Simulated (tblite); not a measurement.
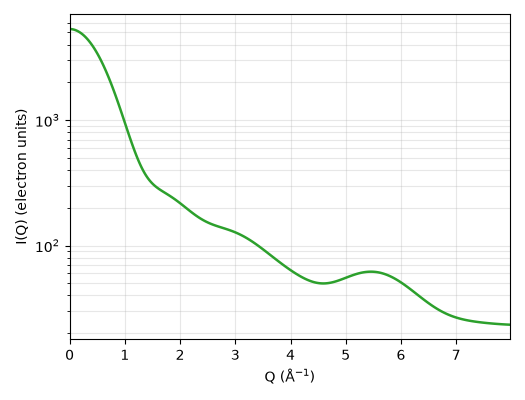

Elastic X-ray scattering of a randomly oriented, rigid molecule, calculated with the Debye equation from neutral-atom form factors (independent atoms, no Compton part, no vibration). The geometry is the end point of an optimisation (tblite 0.8.0, GFN2-xTB geometry optimisation, gas phase); it may be a saddle point or a higher isomer. It contains C, O, F, H.

Q: How many electrons does the independent-atom model of the molecule hold?

A: I(0) is the square of the electron number: I(0) = 5330, so about 73 electrons, the count of C8H8FO counted as neutral atoms.

Q: What radius of gyration does the initial fall-off give?

A: From I(Q) ≈ I(0) exp(−Q²R²/3) at small Q, R ≈ 2.31 Å. It is larger than the electron-weighted radius of the nuclear positions alone (2.18 Å), because each atom's electron cloud adds to it.
